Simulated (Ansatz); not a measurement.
# CHB (triplet): one geometry, many settings at distance B1–C2 = 3.260 Å

What do other methods and options give for CHB (triplet) at this geometry, and how long do they take?

The runs use Ansatz 0.2.0, Gaussian basis; the settings change from run to run.

18 further runs of the same task are left out: 15 that didn't finish, 3 set aside as unsound or not needed.

**1. The system**

The geometry derives from a PBE0/def2-TZVP stationary point (not a proven minimum). One bond is set to the value named and the two fragments are kept rigid.

3 atoms, charge 0, spin multiplicity 3.

Atoms are counted from 1 here; the program's logs count them from 0.

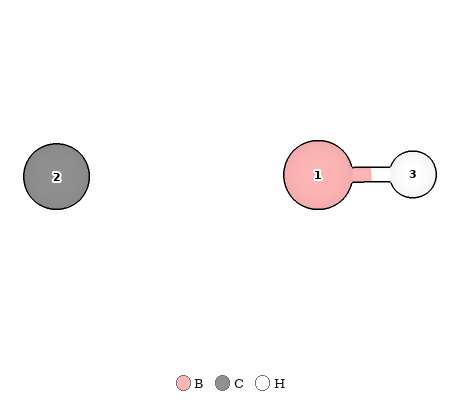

The geometry (boron pink, carbon grey, hydrogen white); atoms are numbered from 1 in the order of the file.

**2. BCCD on UHF/6-31G**

Input file in.yaml:

```yaml
crystal:
  periodic: [false, false, false]
  atoms:
    - {symbol: B, position_ang: [0.000000, 0.000000, -0.693763]}
    - {symbol: C, position_ang: [0.000000, 0.000000, 2.566237]}
    - {symbol: H, position_ang: [0.000000, 0.000000, -1.872475]}
basis:
  gaussian: {orbitals: 6-31G}
magnetization: {spin_polarized: true, initial_magnetization: 2}
correlation: {method: bccd, electrons: valence}
```

On the command line:

```console
$ ansatz run in.yaml --threads 1 --pin off --events-out ev --progress --plain --max-ram 2393MiB
```

The log of the run, cut to the lines that bear on the results:

```text
Functional definition: HF
  name "HF"
  cite "Fock, Z. Phys. 61, 126 (1930) doi:10.1007/BF01340294"
  parent pbe
[...]
285 factors; integrals over basis functions are off by at most 2.6e-4 eV
[...]
mean field -1708.79356734 eV, -62.7970053378 hartree, gradient 1.8e-6 eV, S^2 2.432783; 54 other end points of the search recorded, 0 dependent functions left out
determinant -1708.79356734 eV, -62.7970053378 hartree, with singles and doubles -1711.23910274 eV, -62.8868771063 hartree
determinant -1708.56659632 eV, -62.7886643067 hartree, with singles and doubles -1710.94275221 eV, -62.8759864249 hartree
determinant -1708.56171035 eV, -62.7884847505 hartree, with singles and doubles -1710.94582274 eV, -62.8760992650 hartree
determinant -1708.34197162 eV, -62.7804095011 hartree, with singles and doubles -1711.03997115 eV, -62.8795591553 hartree
determinant -1707.53006633 eV, -62.7505725323 hartree, with singles and doubles -1709.86454981 eV, -62.8363632178 hartree
determinant -1707.50437514 eV, -62.7496283982 hartree, with singles and doubles -1709.87857612 eV, -62.8368786750 hartree
determinant -1707.47853827 eV, -62.7486789110 hartree, with singles and doubles -1709.82656601 eV, -62.8349673389 hartree
determinant -1707.46694110 eV, -62.7482527226 hartree, with singles and doubles -1709.85482810 eV, -62.8360059514 hartree
[...]
determinant -1705.89891662 eV, -62.6906288858 hartree, with singles and doubles -1708.47196733 eV, -62.7851867554 hartree
determinant -1705.85408150 eV, -62.6889812257 hartree, with singles and doubles -1708.42857165 eV, -62.7835919938 hartree
determinant -1705.81918232 eV, -62.6876987045 hartree, with singles and doubles -1708.40542564 eV, -62.7827413935 hartree
determinant -1705.69903251 eV, -62.6832832805 hartree, with singles and doubles -1709.28423015 eV, -62.8150368637 hartree
determinant -1705.40994051 eV, -62.6726593454 hartree, with singles and doubles -1709.44522512 eV, -62.8209533197 hartree
determinant -1708.79356734 eV, -62.7970053378 hartree, with singles and doubles -1711.30163703 eV, -62.8891751989 hartree
determinant -1708.56659632 eV, -62.7886643067 hartree, with singles and doubles -1711.03920941 eV, -62.8795311617 hartree
determinant -1708.56171035 eV, -62.7884847505 hartree, with singles and doubles -1711.03917893 eV, -62.8795300418 hartree
determinant -1708.34197162 eV, -62.7804095011 hartree, with singles and doubles -1711.03998366 eV, -62.8795596148 hartree
2 core orbitals not correlated: weight in the atoms' cores, before any rotation towards them, 1.000 or more for the frozen orbitals, at most 0.000 for the correlated occupied ones
reference -1708.79356734 eV, -62.7970053378 hartree; 5, 3 occupied and 13, 15 virtual orbitals, 285 factors
second order -1.46417227 eV of doubles, -0.00000000 eV of singles
cycle   1  -2.63630705 eV  change   -1.3e-1 eV  update   3.9e-2
[...]
cycle  31  -2.50930708 eV  change    1.7e-7 eV  update   6.2e-6
Total energy: -1711.30287442 eV, -62.8892206722 hartree
```

Run time: 3 s. Hardware: 1 thread of Arm Neoverse V1, shared host.

From the report: ⟨S²⟩ of the determinant 2.433 (pure triplet: 2.00); correlation -2.5093 eV; largest double amplitude 0.13.

**3. CCSDT(Q)/B on UHF/6-31G**

in.yaml: that of step 2 with these lines changed.

```diff
@@ -9,2 +9,3 @@
 magnetization: {spin_polarized: true, initial_magnetization: 2}
-correlation: {method: bccd, electrons: valence}
+correlation: {method: ccsdt_q_b, electrons: all, diis_vectors: 12}
+scf: {lower_state_search: off}
```

Same command.

The log of the run, cut to the lines that bear on the results:

```text
Functional definition: HF
  name "HF"
  cite "Fock, Z. Phys. 61, 126 (1930) doi:10.1007/BF01340294"
  parent pbe
[...]
439 factors; integrals over basis functions are off by at most 1.3e-7 eV
[...]
mean field -1708.64990292 eV, -62.7917257678 hartree, gradient 6.3e-6 eV, S^2 2.004249; 0 other end points of the search recorded, 0 dependent functions left out
reference -1708.64990292 eV, -62.7917257678 hartree; 7, 5 occupied and 13, 15 virtual orbitals, 439 factors
second order -1.74107283 eV of doubles, -0.00000000 eV of singles
cycle   1  -2.28891581 eV  change   -5.5e-1 eV  update   7.8e-2
[...]
cycle  32  -2.75956033 eV  change   -4.7e-8 eV  update   1.5e-6
perturbative correction -0.00183367 eV, -0.0000673861 hartree
Total energy: -1711.41129692 eV, -62.8932051254 hartree
Checks for a lower state left out: stability, starts, cluster_reference, orbital_swaps, neighbouring_geometries, increment
```

Wall time 4.5 s (1 thread of Arm Neoverse V1, shared host).

From the report: ⟨S²⟩ of the determinant 2.004 (pure triplet: 2.00); correlation -2.7614 eV; T1 0.010; largest double amplitude 0.13.

**4. MP2 on UHF/6-31G**

in.yaml: that of step 3 with these lines changed.

```diff
@@ -9,3 +9,4 @@
 magnetization: {spin_polarized: true, initial_magnetization: 2}
-correlation: {method: ccsdt_q_b, electrons: all, diis_vectors: 12}
-scf: {lower_state_search: off}
+correlation: {method: mp2, electrons: valence}
+scf: {lower_state_search: light}
+output: {forces: true}
```

Launched as before.

The log of the run, cut to the lines that bear on the results:

```text
Functional definition: HF
  name "HF"
  cite "Fock, Z. Phys. 61, 126 (1930) doi:10.1007/BF01340294"
  parent pbe
[...]
285 factors; integrals over basis functions are off by at most 2.6e-4 eV
[...]
mean field -1708.79356734 eV, -62.7970053378 hartree, gradient 1.8e-6 eV, S^2 2.432783; 24 other end points of the search recorded, 0 dependent functions left out
2 core orbitals not correlated: weight in the atoms' cores, before any rotation towards them, 1.000 or more for the frozen orbitals, at most 0.000 for the correlated occupied ones
reference -1708.79356734 eV, -62.7970053378 hartree; 5, 3 occupied and 13, 15 virtual orbitals, 285 factors
second order -1.46417227 eV of doubles, -0.00000000 eV of singles
[...]
WARN: the results are in doubt because the forces break the atoms' symmetry
Total energy: -1710.25773960 eV, -62.8508126761 hartree
Atom 0 at     0.000000     0.000000    -0.693763 Å, force     0.026885    -0.000000     1.504262 eV/Å
Atom 1 at     0.000000     0.000000     2.566237 Å, force    -0.007139     0.000000    -0.231557 eV/Å
Atom 2 at     0.000000     0.000000    -1.872475 Å, force    -0.019745    -0.000000    -1.272704 eV/Å
Dipole moment:    -0.000592    -0.000000    -0.421208 e Å
In doubt: the forces break the atoms' symmetry
```

Wall time 0.6 s (1 thread of Arm Neoverse V1, shared host).

From the report: ⟨S²⟩ of the determinant 2.433 (pure triplet: 2.00). The program marks this result as in doubt; its last lines say why.

**5. HF/STO-3G**

in.yaml: that of step 4 with these lines changed.

```diff
@@ -7,6 +7,6 @@
 basis:
-  gaussian: {orbitals: 6-31G}
+  gaussian: {orbitals: STO-3G}
 magnetization: {spin_polarized: true, initial_magnetization: 2}
-correlation: {method: mp2, electrons: valence}
-scf: {lower_state_search: light}
-output: {forces: true}
+hamiltonian: {xc: hf}
+accuracy: high
+output: {orbitals: {seedname: orbitals}}
```

Launched as before.

The log of the run:

```text
Functional definition: HF
  name "HF"
  cite "Fock, Z. Phys. 61, 126 (1930) doi:10.1007/BF01340294"
  parent pbe
  exchange = exact_x
  correlation = 0
158 factors; integrals over basis functions are off by at most 7.7e-9 eV
mean field evaluation 1: about -1685.3264 eV, gradient 6.1e0 eV
mean field evaluation 2: about -1685.3311 eV, gradient 6.1e0 eV
mean field evaluation 4: about -1685.8612 eV, gradient 2.6e-1 eV
mean field evaluation 8: about -1685.8621 eV, gradient 3.2e-7 eV
mean field evaluation 16: about -1686.1506 eV, gradient 8.9e-2 eV
mean field evaluation 32: about -1685.8621 eV, gradient 7.7e-6 eV
mean field evaluation 64: about -1686.0939 eV, gradient 1.5e-1 eV
mean field evaluation 96: about -1685.8534 eV, gradient 8.9e-1 eV
mean field evaluation 128: about -1680.7592 eV, gradient 1.2e1 eV
mean field -1686.15127895 eV, -61.9649165870 hartree, gradient 4.5e-8 eV, S^2 2.517010; 9 other end points of the search recorded, 0 dependent functions left out
reference -1686.15127895 eV, -61.9649165870 hartree; 7, 5 occupied and 4, 6 virtual orbitals, 158 factors
Total energy: -1686.15127895 eV, -61.9649165870 hartree
```

Wall time 0.15 s (1 thread of Arm Neoverse V1, shared host).

From the report: ⟨S²⟩ of the determinant 2.517 (pure triplet: 2.00). The determinant is far from a pure spin state, so its energy mixes those of several spin states (harmless only where they are near-degenerate, as at dissociation).

**6. CCSDT on ROHF/6-31G**

Input file in.yaml:

```yaml
crystal:
  periodic: [false, false, false]
  atoms:
    - {symbol: B, position_ang: [0.000000, 0.000000, -0.693763]}
    - {symbol: C, position_ang: [0.000000, 0.000000, 2.566237]}
    - {symbol: H, position_ang: [0.000000, 0.000000, -1.872475]}
basis:
  gaussian: {orbitals: 6-31G}
magnetization: {spin_polarized: false, initial_magnetization: 2}
correlation: {method: ccsdt, electrons: outside_noble_gas}
scf: {lower_state_search: off}
output: {forces: true}
```

Launched as before.

The log of the run, cut to the lines that bear on the results:

```text
Functional definition: HF
  name "HF"
  cite "Fock, Z. Phys. 61, 126 (1930) doi:10.1007/BF01340294"
  parent pbe
[...]
439 factors; integrals over basis functions are off by at most 1.3e-7 eV
[...]
mean field -1708.61649240 eV, -62.7904979538 hartree, gradient 3.4e-6 eV, S^2 2.000000; 0 other end points of the search recorded, 0 dependent functions left out
2 core orbitals not correlated: weight in the atoms' cores, before any rotation towards them, 1.000 or more for the frozen orbitals, at most 0.000 for the correlated occupied ones
reference -1708.61649240 eV, -62.7904979538 hartree; 5, 3 occupied and 13, 15 virtual orbitals, 439 factors
second order -1.68140253 eV of doubles, -0.01961464 eV of singles
cycle   1  -2.26129254 eV  change   -5.6e-1 eV  update   7.9e-2
[...]
cycle  44  -2.73576554 eV  change   -5.3e-8 eV  update   1.4e-7
[...]
Total energy: -1711.35225794 eV, -62.8910354829 hartree
Atom 0 at     0.000000     0.000000    -0.693763 Å, force    -0.000000     0.000000     1.945450 eV/Å
Atom 1 at     0.000000     0.000000     2.566237 Å, force    -0.000000     0.000000    -0.268045 eV/Å
Atom 2 at     0.000000     0.000000    -1.872475 Å, force     0.000000    -0.000000    -1.677405 eV/Å
Dipole moment:     0.000000    -0.000000    -0.391848 e Å
Checks for a lower state left out: starts, cluster_reference, orbital_swaps, neighbouring_geometries, increment
```

Wall time 6.5 s (1 thread of Arm Neoverse V1, shared host).

From the report: correlation -2.7358 eV; T1 0.015; largest double amplitude 0.13.

**7. CCSDT(Q)/cc-pVDZ**

Input file in.yaml:

```yaml
crystal:
  periodic: [false, false, false]
  atoms:
    - {symbol: B, position_ang: [0.000000, 0.000000, -0.693763]}
    - {symbol: C, position_ang: [0.000000, 0.000000, 2.566237]}
    - {symbol: H, position_ang: [0.000000, 0.000000, -1.872475]}
basis:
  gaussian: {orbitals: cc-pVDZ}
magnetization: {spin_polarized: false, initial_magnetization: 2}
hamiltonian: {xc: {name: PBE0}, pseudopotentials: {relativity: scalar}}
correlation: {method: ccsdt_q, electrons: outside_noble_gas, diis_vectors: 4}
```

Same command.

The log of the run, cut to the lines that bear on the results:

```text
Functional definition: PBE0
  name "PBE0"
  cite "Adamo & Barone, J. Chem. Phys. 110, 6158 (1999) doi:10.1063/1.478522"
  cite "Perdew, Burke & Ernzerhof, Phys. Rev. Lett. 77, 3865 (1996) doi:10.1103/PhysRevLett.77.3865"
  parent pbe
[...]
568 factors; integrals over basis functions are off by at most 1.4e-7 eV
[...]
mean field -1716.17537716 eV, -63.0682818453 hartree, gradient 4.9e-6 eV, S^2 2.000000; 2 other end points of the search recorded, 0 dependent functions left out
[...]
2 core orbitals not correlated: weight in the atoms' cores, before any rotation towards them, 1.000 or more for the frozen orbitals, at most 0.000 for the correlated occupied ones
reference -1709.52391520 eV, -62.8238451268 hartree; 5, 3 occupied and 26, 28 virtual orbitals, 568 factors
second order -3.22687467 eV of doubles, -0.20712284 eV of singles
cycle   1  -4.20460654 eV  change   -7.7e-1 eV  update   8.3e-2
[...]
cycle  31  -4.76382105 eV  change    2.6e-7 eV  update   8.3e-7
perturbative correction -0.00337083 eV, -0.0001238758 hartree
Total energy: -1714.29110708 eV, -62.9990361969 hartree
Relativity: scalar
```

Run time: 8 s. Hardware: 1 thread of Arm Neoverse V1, shared host.

From the report: correlation -4.7672 eV; T1 0.030; largest double amplitude 0.12. The orbitals are Kohn-Sham ones, so correlation energy and T1 don't compare with those on Hartree-Fock orbitals.

**8. NEVPT4(SD)(4,3)/6-31G**

Input file in.yaml:

```yaml
crystal:
  periodic: [false, false, false]
  atoms:
    - {symbol: B, position_ang: [0.000000, 0.000000, -0.693763]}
    - {symbol: C, position_ang: [0.000000, 0.000000, 2.566237]}
    - {symbol: H, position_ang: [0.000000, 0.000000, -1.872475]}
basis:
  gaussian: {orbitals: 6-31G}
magnetization: {spin_polarized: false, initial_magnetization: 2}
correlation: {method: fic_nevpt4_sd, electrons: all, active_space: {window: {electrons: 4, orbitals: 3}}}
```

Launched as before.

The log of the run, cut to the lines that bear on the results:

```text
Functional definition: HF
  name "HF"
  cite "Fock, Z. Phys. 61, 126 (1930) doi:10.1007/BF01340294"
  parent pbe
[...]
285 factors; integrals over basis functions are off by at most 2.6e-4 eV
[...]
mean field -1708.61648695 eV, -62.7904977537 hartree, gradient 3.4e-6 eV, S^2 2.000000; 7 other end points of the search recorded, 0 dependent functions left out
reference -1708.61648695 eV, -62.7904977537 hartree; 7, 5 occupied and 13, 15 virtual orbitals, 285 factors
state -1708.61648695 eV, -62.7904977537 hartree
state -1708.61648695 eV, -62.7904977537 hartree; corrected -1711.11925201 eV, -62.8824726732 hartree
WARN: 1 active orbitals are nearly empty or full. The corrections depend on them more than the energy does, and are more stable in an active space without them
Total energy: -1711.11925201 eV, -62.8824726732 hartree
```

It took 0.42 s on 1 thread of Arm Neoverse V1, shared host.

From the report: 2 determinants; active occupations 2.00, 1.00, 1.00. The report marks this result as in doubt.

**9. CISD/def2-mTZVP**

Input file in.yaml:

```yaml
crystal:
  periodic: [false, false, false]
  atoms:
    - {symbol: B, position_ang: [0.000000, 0.000000, -0.693763]}
    - {symbol: C, position_ang: [0.000000, 0.000000, 2.566237]}
    - {symbol: H, position_ang: [0.000000, 0.000000, -1.872475]}
basis:
  gaussian: {orbitals: def2-mTZVP}
magnetization: {spin_polarized: false, initial_magnetization: 2}
correlation: {active_space: {ras: {orbitals: [5, 2, 34], electrons: 12, max_holes: 2, max_particles: 2}, fixed_orbitals: true}}
```

The command is unchanged.

The log of the run:

```text
Functional definition: HF
  name "HF"
  cite "Fock, Z. Phys. 61, 126 (1930) doi:10.1007/BF01340294"
  parent pbe
  exchange = exact_x
  correlation = 0
383 factors; integrals over basis functions are off by at most 1.1e-3 eV
mean field evaluation 1: about -1707.4296 eV, gradient 1.2e1 eV
mean field evaluation 2: about -1707.4299 eV, gradient 1.2e1 eV
mean field evaluation 4: about -1709.2361 eV, gradient 2.5e0 eV
mean field evaluation 8: about -1709.3861 eV, gradient 7.7e-4 eV
mean field evaluation 16: about -1709.0956 eV, gradient 1.2e-2 eV
mean field evaluation 32: about -1709.3827 eV, gradient 1.6e-1 eV
mean field evaluation 64: about -1709.0915 eV, gradient 1.3e-1 eV
mean field -1709.38610481 eV, -62.8187806881 hartree, gradient 2.6e-6 eV, S^2 2.000000; 7 other end points of the search recorded, 0 dependent functions left out
reference -1709.38610481 eV, -62.8187806881 hartree; 7, 5 occupied and 34, 36 virtual orbitals, 383 factors
state -1714.15383602 eV, -62.9939915787 hartree
Total energy: -1714.15383602 eV, -62.9939915787 hartree
```

It took 4.8 s on 1 thread of Arm Neoverse V1, shared host.

From the report: 69,520 determinants.

**10. CCSDT(Q)/6-31G**

Input file in.yaml:

```yaml
crystal:
  periodic: [false, false, false]
  atoms:
    - {symbol: B, position_ang: [0.000000, 0.000000, -0.693763]}
    - {symbol: C, position_ang: [0.000000, 0.000000, 2.566237]}
    - {symbol: H, position_ang: [0.000000, 0.000000, -1.872475]}
basis:
  gaussian: {orbitals: 6-31G}
magnetization: {spin_polarized: true, initial_magnetization: 2}
hamiltonian: {xc: {name: PBE}}
correlation: {method: ccsdt_q, electrons: valence}
output: {forces: true}
```

Same command.

The log of the run, cut to the lines that bear on the results:

```text
Functional definition: PBE
  name "PBE"
  cite "Perdew, Burke & Ernzerhof, Phys. Rev. Lett. 77, 3865 (1996) doi:10.1103/PhysRevLett.77.3865"
  parent pbe
[...]
439 factors; integrals over basis functions are off by at most 1.3e-7 eV
[...]
mean field -1714.78353632 eV, -63.0171326378 hartree, gradient 1.4e-6 eV, S^2 2.073726; 17 other end points of the search recorded, 0 dependent functions left out
2 core orbitals not correlated: weight in the atoms' cores, before any rotation towards them, 1.000 or more for the frozen orbitals, at most 0.000 for the correlated occupied ones
reference -1707.78025309 eV, -62.7597667259 hartree; 5, 3 occupied and 13, 15 virtual orbitals, 439 factors
second order -1.99621538 eV of doubles, -0.52799481 eV of singles
cycle   1  -2.90772173 eV  change   -3.7e-1 eV  update   9.6e-2
[...]
cycle  65  -3.53037111 eV  change   -2.7e-8 eV  update   7.4e-8
perturbative correction -0.00232728 eV, -0.0000855260 hartree
[...]
Total energy: -1711.31295147 eV, -62.8895909971 hartree
Atom 0 at     0.000000     0.000000    -0.693763 Å, force    -0.000388     0.000023     1.950592 eV/Å
Atom 1 at     0.000000     0.000000     2.566237 Å, force     0.000103    -0.000006    -0.268926 eV/Å
Atom 2 at     0.000000     0.000000    -1.872475 Å, force     0.000285    -0.000017    -1.681666 eV/Å
Dipole moment:     0.000032    -0.000002    -0.391992 e Å
```

Run time: 21 s. Hardware: 1 thread of Arm Neoverse V1, shared host.

From the report: ⟨S²⟩ of the determinant 2.074 (pure triplet: 2.00); correlation -3.5327 eV; T1 0.079; largest double amplitude 0.14. The orbitals are Kohn-Sham ones, so correlation energy and T1 don't compare with those on Hartree-Fock orbitals.

**11. The runs in one table**

Where basis and cores are those of an earlier FCI/6-31G run (-1711.3549 eV), and the state is the same kind, the miss against it is given. † marks a result that the program doubts.

```
                                              level         correlated  functions  energy (eV)  from FCI (meV)    time
                                  BCCD on UHF/6-31G            valence         20   -1711.3029            52.0     3 s
                            CCSDT(Q)/B on UHF/6-31G                all         20   -1711.4113                   4.5 s
                                 MP2 on UHF/6-31G †            valence         20   -1710.2577          1097.1   0.6 s
                                          HF/STO-3G                            11   -1686.1513                  0.15 s
                                CCSDT on ROHF/6-31G  outside noble gas         20   -1711.3523             2.6   6.5 s
CCSDT(Q)/cc-pVDZ (on PBE0 orbitals, relativity set)  outside noble gas         33   -1714.2911                     8 s
                            NEVPT4(SD)(4,3)/6-31G †                all         20   -1711.1193                  0.42 s
                                    CISD/def2-mTZVP                all         41   -1714.1538                   4.8 s
                   CCSDT(Q)/6-31G (on PBE orbitals)            valence         20   -1711.3130            41.9    21 s
```

**12. What came out**

| quantity | value |
| --- | --- |
| runs | 9 |
| quickest | HF/STO-3G, 0.15 s |
| slowest | CCSDT(Q)/6-31G (on PBE orbitals), 21 s |

Total energies in different bases, with other cores or another treatment of relativity can't be set against each other. CCSDT(Q)/6-31G (on PBE orbitals) took 137 times as long as HF/STO-3G; the jobs differ in more than the method. Among the correlated runs with a miss given, it spans +3 to +1097 meV. Cores frozen from Kohn-Sham orbitals shift the total energy.
